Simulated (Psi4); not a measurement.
**SiH2O2 (SMILES O[Si]O) at MN15/def2-TZVP (sweep point 3)**

Aim: the energy change on altering one bond length of SiH2O2 at MN15/def2-TZVP (sweep point 3), from 2 runs. 

The calculation is run with Psi4 1.11.

## (1) The molecule

SiH2O2: 5 atoms, total charge 0, spin state singlet. As SMILES, `O[Si]O`. Geometry: relaxed at PBE0-D4/def2-TZVP. This is one conformer, not always the lowest.

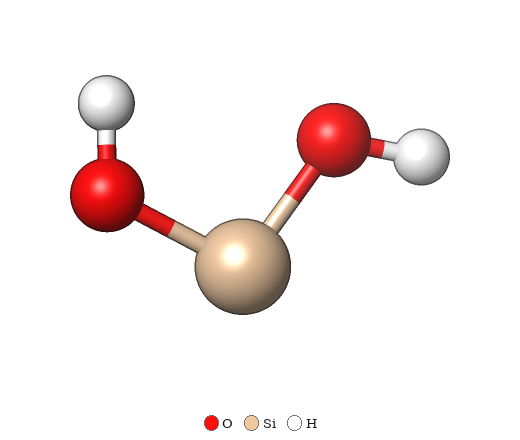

Viewed from a chosen angle; oxygen red, silicon light orange, hydrogen white.

## (2) The energy at MN15/def2-TZVP (sweep point 3)

calc.in

```
memory 1600 MB

molecule {
  0 1
  O     -2.72725274    -0.19955508    -0.51967468
  Si    -0.40062194    -1.49534028     1.07279752
  O      1.95775627     0.35432365     0.12963521
  H     -2.32795361     1.22624328    -1.58000001
  H      3.59255834    -0.02475541     0.81900730
  units bohr
  symmetry c1
}

set globals {
  puream               true
  scf_type             pk
  dft_radial_points    99
  dft_spherical_points 590
}

energy('mn15/def2-TZVP')
```

The run is started by

```
$ psi4 calc.in calc.out -n 1
```

calc.out:

```text
[...]
  Running in c1 symmetry.
[...]
  Nuclear repulsion =  103.646253707904961
[...]
  Multiplicity = 1
[...]
  Nalpha       = 16
  Nbeta        = 16
[...]
    Number of basis functions: 111
[...]
   @RKS iter   1:  -440.71289308731974   -3.94720e-01   8.89416e-03 DIIS/ADIIS
[...]
   @RKS iter   8:  -441.03710304622632   -5.24663e-08   6.43283e-07 DIIS
[...]
    Orbital Energies [Eh]
    ---------------------
    Doubly Occupied:
       1A    -65.276975     2A    -18.831384     3A    -18.825459
       4A     -5.167436     5A     -3.693870     6A     -3.688864
       7A     -3.683805     8A     -1.068673     9A     -1.040253
      10A     -0.610518    11A     -0.572171    12A     -0.454657
      13A     -0.429095    14A     -0.419360    15A     -0.385825
      16A     -0.280936
[...]
  @RKS Final Energy:  -441.03710304622632
   => Energetics <=
    Nuclear Repulsion Energy =            103.6462537079049611
    One-Electron Energy =                -816.3424164029315762
    Two-Electron Energy =                 293.7909924644085891
    DFT Exchange-Correlation Energy =     -22.1319328156083230
    Empirical Dispersion Energy =           0.0000000000000000
    VV10 Nonlocal Energy =                  0.0000000000000000
    Total Energy =                       -441.0371030462263207
[...]
 Multipole Moments:
 ------------------------------------------------------------------------------------
     Multipole            Electronic (a.u.)      Nuclear  (a.u.)        Total (a.u.)
 ------------------------------------------------------------------------------------
 L = 1.  Multiply by 2.5417464519 to convert [e a0] to [Debye]
 Dipole X            :         -0.3007957            0.9827718            0.6819761
 Dipole Y            :         -0.9423581            1.2000747            0.2577166
 Dipole Z            :          0.6915537           -0.7406014           -0.0490477
 Magnitude           :                                                    0.7306949
[...]
```

Run time: 30 s. Hardware: 1 thread of Intel Xeon Platinum 8488C (Sapphire Rapids), shared host; peak memory 0.64 GiB.

## (3) The distorted shape at the same level

h2o2si.inp

```
memory 1600 mb

molecule {
  O     -4.61394775    -1.67928055     0.23485327
  Si    -2.28731694    -2.97506576     1.82732548
  O      1.95775627     0.35432365     0.12963521
  H     -4.21464862    -0.25348219    -0.82547206
  H      3.59255834    -0.02475541     0.81900730
  units au
  symmetry c1
}

set basis def2-TZVP
set puream true
set scf_type pk
set dft_radial_points 99
set dft_spherical_points 590

E, wfn = energy('mn15', return_wfn=True)
```

The run is started by

```
$ psi4 -i h2o2si.inp -o h2o2si.out -n 1
```

h2o2si.out:

```text
[...]
  Running in c1 symmetry.
[...]
  Nuclear repulsion =   81.744639899192151
[...]
  Multiplicity = 1
[...]
  Nalpha       = 16
  Nbeta        = 16
[...]
    Number of basis functions: 111
[...]
   @RKS iter   1:  -440.37781973481765   -5.50660e-01   1.01861e-02 ADIIS/DIIS
[...]
   @RKS iter  12:  -440.87282831130830   -1.89293e-08   1.69616e-07 DIIS
[...]
    Orbital Energies [Eh]
    ---------------------
    Doubly Occupied:
       1A    -65.380089     2A    -18.898617     3A    -18.714577
       4A     -5.265469     5A     -3.790674     6A     -3.788286
       7A     -3.781167     8A     -1.118794     9A     -0.886943
      10A     -0.660020    11A     -0.516271    12A     -0.471206
      13A     -0.408968    14A     -0.381581    15A     -0.250115
      16A     -0.245393
[...]
  @RKS Final Energy:  -440.87282831130830
   => Energetics <=
    Nuclear Repulsion Energy =             81.7446398991921512
    One-Electron Energy =                -772.0372987587430771
    Two-Electron Energy =                 271.4470062803806059
    DFT Exchange-Correlation Energy =     -22.0271757321380015
    Empirical Dispersion Energy =           0.0000000000000000
    VV10 Nonlocal Energy =                  0.0000000000000000
    Total Energy =                       -440.8728283113082966
[...]
 Multipole Moments:
 ------------------------------------------------------------------------------------
     Multipole            Electronic (a.u.)      Nuclear  (a.u.)        Total (a.u.)
 ------------------------------------------------------------------------------------
 L = 1.  Multiply by 2.5417464519 to convert [e a0] to [Debye]
 Dipole X            :         -2.8410599            1.4014321           -1.4396278
 Dipole Y            :         -2.7065925            1.5284279           -1.1781646
 Dipole Z            :          1.5230448           -0.9080323            0.6150126
 Magnitude           :                                                    1.9592959
[...]
```

Run time: 38 s. Hardware: 1 thread of Intel Xeon Platinum 8488C (Sapphire Rapids), shared host; peak memory 0.63 GiB.

## (4) Results

At MN15/def2-TZVP (sweep point 3):

| quantity | value |
| --- | --- |
| first shape: total energy | -441.03710 Eh |
| first shape: dipole moment | 1.86 D |
| first shape: HOMO energy | -7.64 eV |
| first shape: LUMO energy | -0.54 eV |
| first shape: HOMO–LUMO gap | 7.11 eV |
| distorted shape: total energy | -440.87283 Eh |
| distorted shape: dipole moment | 4.98 D |
| distorted shape: HOMO energy | -6.68 eV |
| distorted shape: LUMO energy | -2.72 eV |
| distorted shape: HOMO–LUMO gap | 3.96 eV |
| energy change with the Si2–O3 bond stretched from 1.663 to 2.993 Å | 4.470 eV |

What this shows: One bond (distorted shape) is far stretched, which a spin-restricted single reference describes badly; a broken-symmetry solution may lie lower. With the Si2–O3 bond stretched from 1.663 to 2.993 Å the energy rises by 4.47 eV (103 kcal/mol). The first shape isn't relaxed at this level, so the change isn't measured from a minimum. A restricted reference can't describe the breaking bond well at this length.
